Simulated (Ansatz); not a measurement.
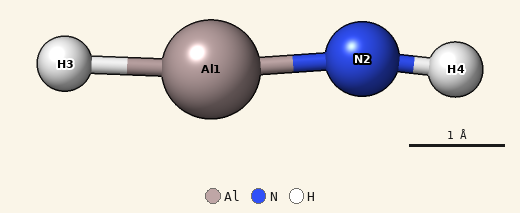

Figure 1. The input geometry (ball-and-stick view, seen on its broad side; atoms are numbered from 1 in the order of the input). Sticks mark near contacts.

**Run report: AlNH2, single-point calculation**

The run: single-point calculation of AlNH2. Method and program: RHF-CCSD(T), frozen core/def2-QZVPP (Ansatz 0.2.0).

The geometry comes from this level: PBE0-D4/def2-TZVP.

### Output
```
Functional definition: HF
  name "HF"
  cite "Fock, Z. Phys. 61, 126 (1930) doi:10.1007/BF01340294"
  parent pbe
  exchange = exact_x
  correlation = 0
1110 factors; integrals over basis functions are off by at most 7.5e-4 eV
mean field evaluation 1: about -8088.8479 eV, gradient 5.4e1 eV
mean field evaluation 2: about -8088.8495 eV, gradient 5.4e1 eV
mean field evaluation 4: about -8095.4967 eV, gradient 4.9e0 eV
mean field evaluation 8: about -8095.5928 eV, gradient 2.3e-4 eV
mean field evaluation 16: about -8095.5903 eV, gradient 2.0e-1 eV
mean field -8095.59282987 eV, -297.5075491079 hartree, gradient 3.4e-6 eV, S^2 0.000000; 0 other end points of the search recorded, 0 dependent functions left out
6 core orbitals not correlated: weight in the atoms' cores, before any rotation towards them, 1.000 or more for the frozen orbitals, at most 0.000 for the correlated occupied ones
reference -8095.59282987 eV, -297.5075491079 hartree; 5, 5 occupied and 176, 176 virtual orbitals, 1110 factors
second order -8.57607518 eV of doubles, -0.00000000 eV of singles
cycle   1  -8.34180790 eV  change    2.3e-1 eV  update   9.9e-2
cycle   2  -8.61140735 eV  change   -2.7e-1 eV  update   4.0e-2
cycle   3  -8.71905583 eV  change   -1.1e-1 eV  update   2.1e-2
cycle   4  -8.71219654 eV  change    6.9e-3 eV  update   7.0e-3
cycle   5  -8.71150936 eV  change    6.9e-4 eV  update   3.2e-3
cycle   6  -8.71210120 eV  change   -5.9e-4 eV  update   8.9e-4
cycle   7  -8.71163961 eV  change    4.6e-4 eV  update   3.7e-4
cycle   8  -8.71161196 eV  change    2.8e-5 eV  update   1.4e-4
cycle   9  -8.71164204 eV  change   -3.0e-5 eV  update   6.2e-5
cycle  10  -8.71161321 eV  change    2.9e-5 eV  update   3.0e-5
cycle  11  -8.71161142 eV  change    1.8e-6 eV  update   1.6e-5
cycle  12  -8.71162151 eV  change   -1.0e-5 eV  update   5.7e-6
cycle  13  -8.71162475 eV  change   -3.2e-6 eV  update   1.8e-6
```

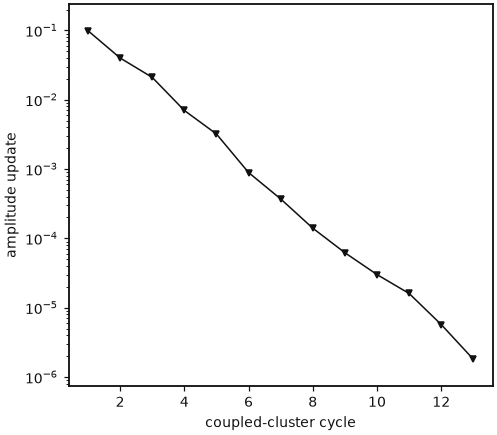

Figure 2. Convergence of the coupled-cluster equations: amplitude update against the coupled-cluster cycle. The residual falls at every step.

```
perturbative correction -0.44261503 eV, -0.0162658023 hartree
Total energy: -8104.74706965 eV, -297.8439612148 hartree
```

This output came from the following input.

### Input file
```yaml
crystal:
  periodic: [false, false, false]
  atoms:
    - {symbol: Al, position_ang: [-1.666093, -1.138072, 0.642500]}
    - {symbol: N, position_ang: [-2.255107, -1.677995, -0.759386]}
    - {symbol: H, position_ang: [-1.205402, -0.721934, 2.072048]}
    - {symbol: H, position_ang: [-2.501027, -1.896845, -1.700851]}
basis:
  gaussian: {orbitals: "def2-QZVPP.json"}
correlation: {method: ccsd_t}
```

Launched with:
```bash
ansatz run in.yaml --threads 4 --pin off --events-out ev --progress --plain --max-ram 9574MiB
```

### Results in brief

```tsv
quantity	value
outcome	converged
total energy	−8104.7471 eV
mean-field energy	−8095.5928 eV
CCSD correlation	−8.7116 eV
(T) correction	−0.4426 eV
T1 diagnostic	0.022
SCF solution under orbital rotations	stable
hardware	4 threads of Arm Neoverse V2, 23 GiB of memory available, shared host
wall time	8.5 s (CPU time 31 s)
peak memory	1.8 GiB
```
